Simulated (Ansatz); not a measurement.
**EuOs: density, localisation and related maps**

```
Eu Os
1.0
     3.56863    0.00000    0.00000
     0.00000    3.56863    0.00000
     0.00000    0.00000    3.56863
Eu Os
1 1
Direct
  0.00000 0.00000 0.00000
  0.50000 0.50000 0.50000
```

Space group Pm-3m; started from the CsCl prototype, which need not be the ambient phase; changed on purpose from its base cell (volume × 1.040); computed pressure about −3 GPa in this cell; Hubbard U of 6 eV on Eu f only; spin-polarised.

Theory: DFT PBE+U, scalar-relativistic, plane waves, PAW (Ansatz).

Core electrons are frozen (PAW), and the valence fields are smoothed inside the atomic spheres.

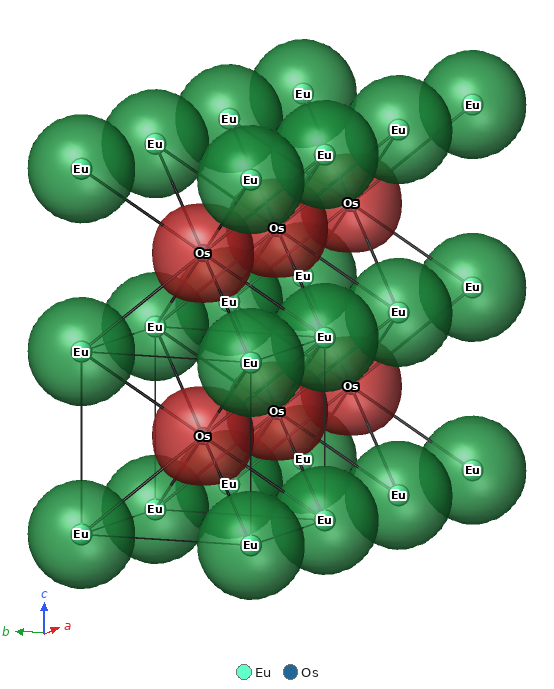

Figure 1. Isosurfaces of the magnetisation density (up minus down) at +0.1 (green) and −0.1 e/Å³ (red), seen at an oblique angle. Sticks mark near contacts.

### Describe the spin distribution.

The spin density sits on Eu: +6.8 μB in one cell of 2 atoms, with smaller moments on Os (up to −1.12 μB): parallel moments on the main sites in this solution. The cell of the calculation (2 atoms) carries 5.8 μB of net spin moment.

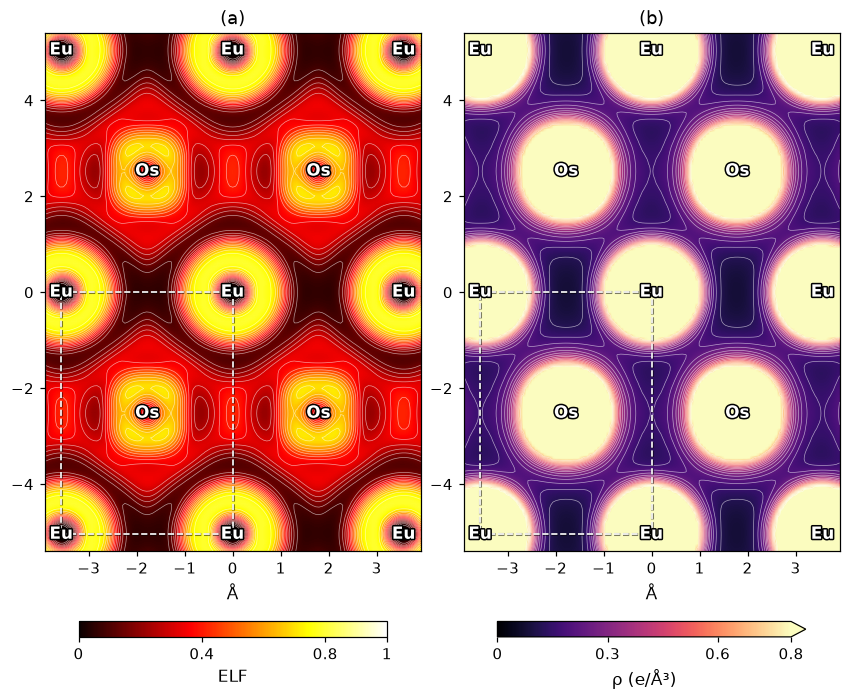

Figure 2. (a) electron localisation function; (b) valence electron density on the (011) plane of the conventional cell.

### What does the map show?

The section cuts through Eu and Os sites. Eu–Os (3.09 Å): the density is about 0.21 e/Å³ at the midpoint; the ELF is about 0.20 at the midpoint: no shared electron pair shows on this line. Between the atoms the lowest density in this plane is 0.08 e/Å³. The features right at Eu and Os lie inside the PAW spheres, where the map follows smoothed inner orbitals and isn't to be read closely.

### Metal or insulator at this level of theory?

It is gapless in this calculation (a metal or semimetal).
